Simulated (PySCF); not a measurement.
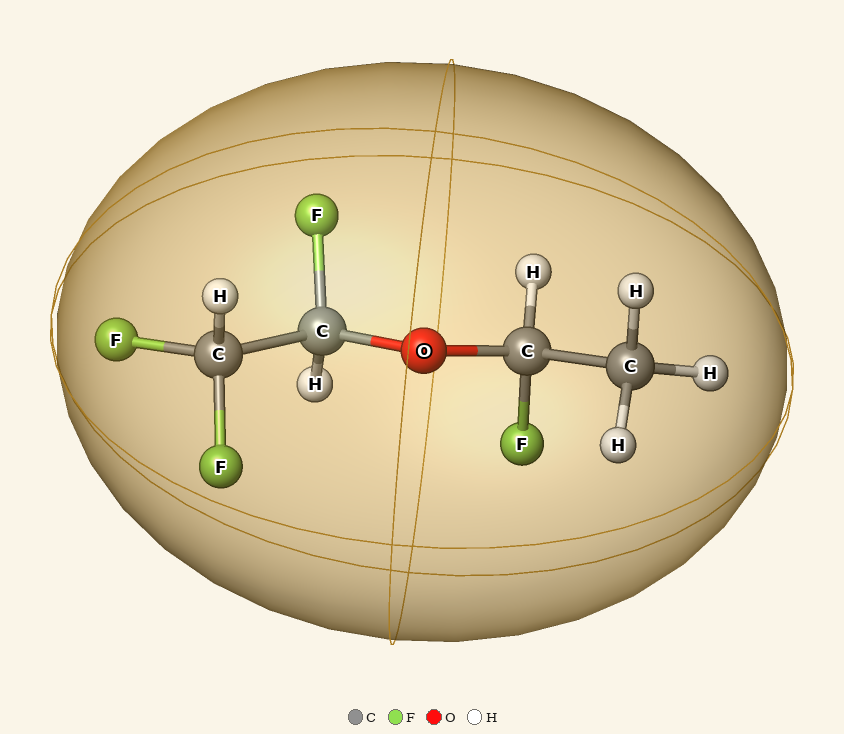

The ellipsoid shows the static dipole polarisability: its half-axes are proportional to the principal values. The computed structure is the end point of a GFN2-xTB optimisation. No frequency run is at hand to confirm it as a minimum. Method: PBE0/def2-SVPD (PySCF 2.14.0).

Question: Give the principal values, the mean and the anisotropy.

Answer: Principal values 53.0, 54.1, 67.7 bohr³; mean 58.3 bohr³ (8.64 Å³); anisotropy 14.2 bohr³, so the longest axis is 1.28 times the shortest.
